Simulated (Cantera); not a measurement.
Feed: 1 mol Ta2O5, 0.73 mol CH4, 0.43 mol H2, at 1148.15 K.

Cantera equilibrium calculation (NASA polynomials, part measured and part estimated; ideal gas, pure solids and liquids). Candidate condensed phases: C, C6H6, C7H8, C8H18, H2O, Ta, TaC, Ta2O5; 113 gas species. Mutual solubility and eutectic melting of coexisting phases are not modelled. TaC: taken at fixed stoichiometry. Condensed phases not in the tables: Ta2C. Equilibrium is a limit: real reactors are often held back by kinetics, nucleation or transport.

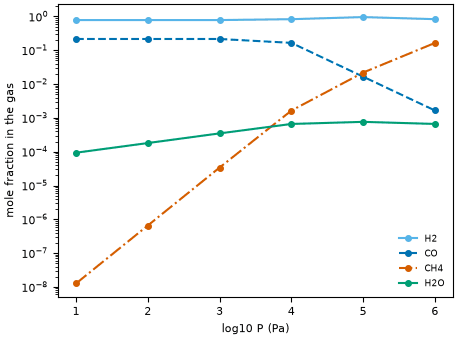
Equilibrium gas composition (values under 1e-9 drawn at 1e-9)

Problem. Read off the mole fractions at 7500 Torr.

Solution. H2 about 0.83, CH4 about 0.16, CO about 0.0017, H2O about 0.00066.
